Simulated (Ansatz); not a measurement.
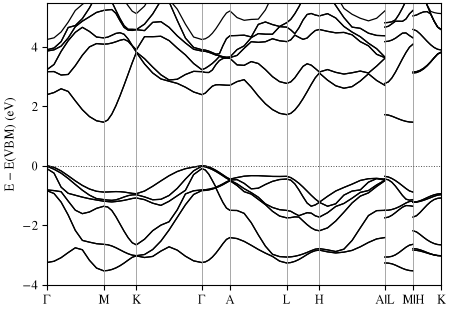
*Band structure from plane-wave PAW r²SCAN with spin–orbit coupling (Ansatz code)*

### Question
Read off the gap and where the band edges lie.

### Answer
About 1.5 eV (1.46 eV by a search for the band edges); maximum at Γ, minimum at M.

The material is BaMg2P2 in space group P-3m1 (No. 164; Ba on 1a, Mg on 2d, P on 2d).

The workflow started from a Materials Project entry (that database holds measured and hypothetical structures alike); the Crystallography Open Database copy checked does not list it. Whether it is the stable phase at ambient conditions was not checked. The cell was relaxed with r²SCAN under the symmetry of its start; whether a distortion lowers the energy is not shown.

Potentials: the later of the program's two PAW sets.
